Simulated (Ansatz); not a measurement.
System AlN (space group P6_3mc, No. 186); source of the atomic positions: a calculation's input that goes back to an entry of the Crystallography Open Database (an earlier step may have relaxed or displaced it).

```
CELL_PARAMETERS angstrom
3.10669 0.00000 0.00000
-1.55335 2.69048 0.00000
0.00000 0.00000 4.97859
ATOMIC_POSITIONS crystal
Al 0.33333 0.66667 0.99920
Al 0.66667 0.33333 0.49920
N 0.33333 0.66667 0.38080
N 0.66667 0.33333 0.88080
```

Bonds are taken as Al–N below 2.1 Å; no other contact counts. Atoms with one bond or none are removed and atoms with two bonds are replaced by edges, until no such atom is left.

What net does this leave?

The result is a uninodal 4-connected, three-periodic net: Al and N are 4-connected nodes. It is the lon net, known from lonsdaleite, wurtzite and tridymite. It is a single net, without interpenetration.

| node | links | point symbol | coordination sequence |
| --- | --- | --- | --- |
| Al and N | 4 | 6^6 | 4 12 25 44 67 96 |

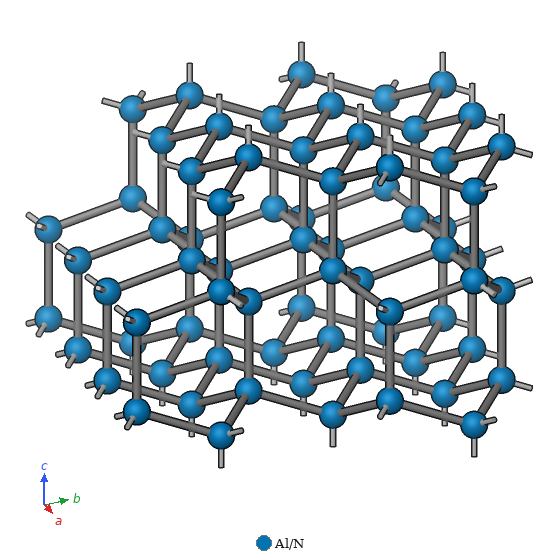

Nodes are coloured by topological kind. Edges to nodes outside the piece are drawn as stubs.
